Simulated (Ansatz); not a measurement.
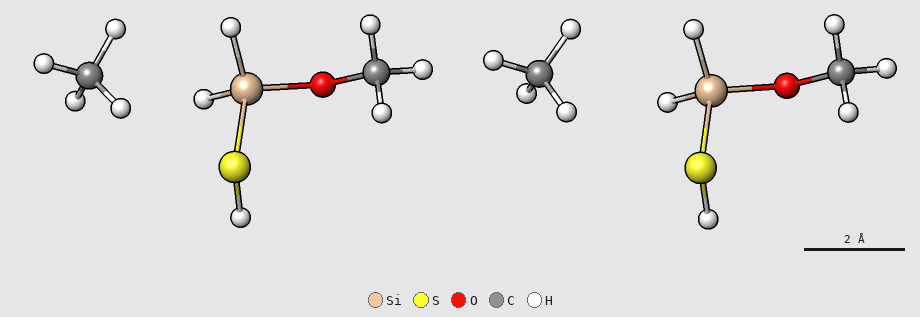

Two geometries of C$_{2}$H$_{10}$OSSi, drawn at one scale. One is the start of a relaxation, the other its converged end. Style: ball-and-stick. Shown at a tilt.

These are results of Ansatz 0.2.0, RKS LDA/6-31G*, not measurements. (no spin polarisation; force threshold 0.03 eV/Å; at most 50 steps)

Which of the two is the end point?

The right one is the relaxed one. The run prepares an end point of a later path (reaction) calculation, from a guessed geometry. After 5 accepted moves (6 points after the start) the energy has fallen by 4.65 kJ/mol. Largest force component: 0.67 eV/Å at the start, 0.018 eV/Å at the end. The line search rejected the trial step at point 2 of the run. The largest move after the best rigid fit is that of an H atom, 0.30 Å. Largest moves by element: H 0.30 Å, C 0.21 Å, S 0.13 Å, Si 0.11 Å, O 0.09 Å. Near-neighbour distances that change, for instance: C–H 1.089 → 1.105 Å, S–Si 2.156 → 2.143 Å.

Limits of the set-up: the start holds two separate molecules, 2.5 Å apart at their closest, whose relative position is a soft coordinate and is computed without a dispersion correction.
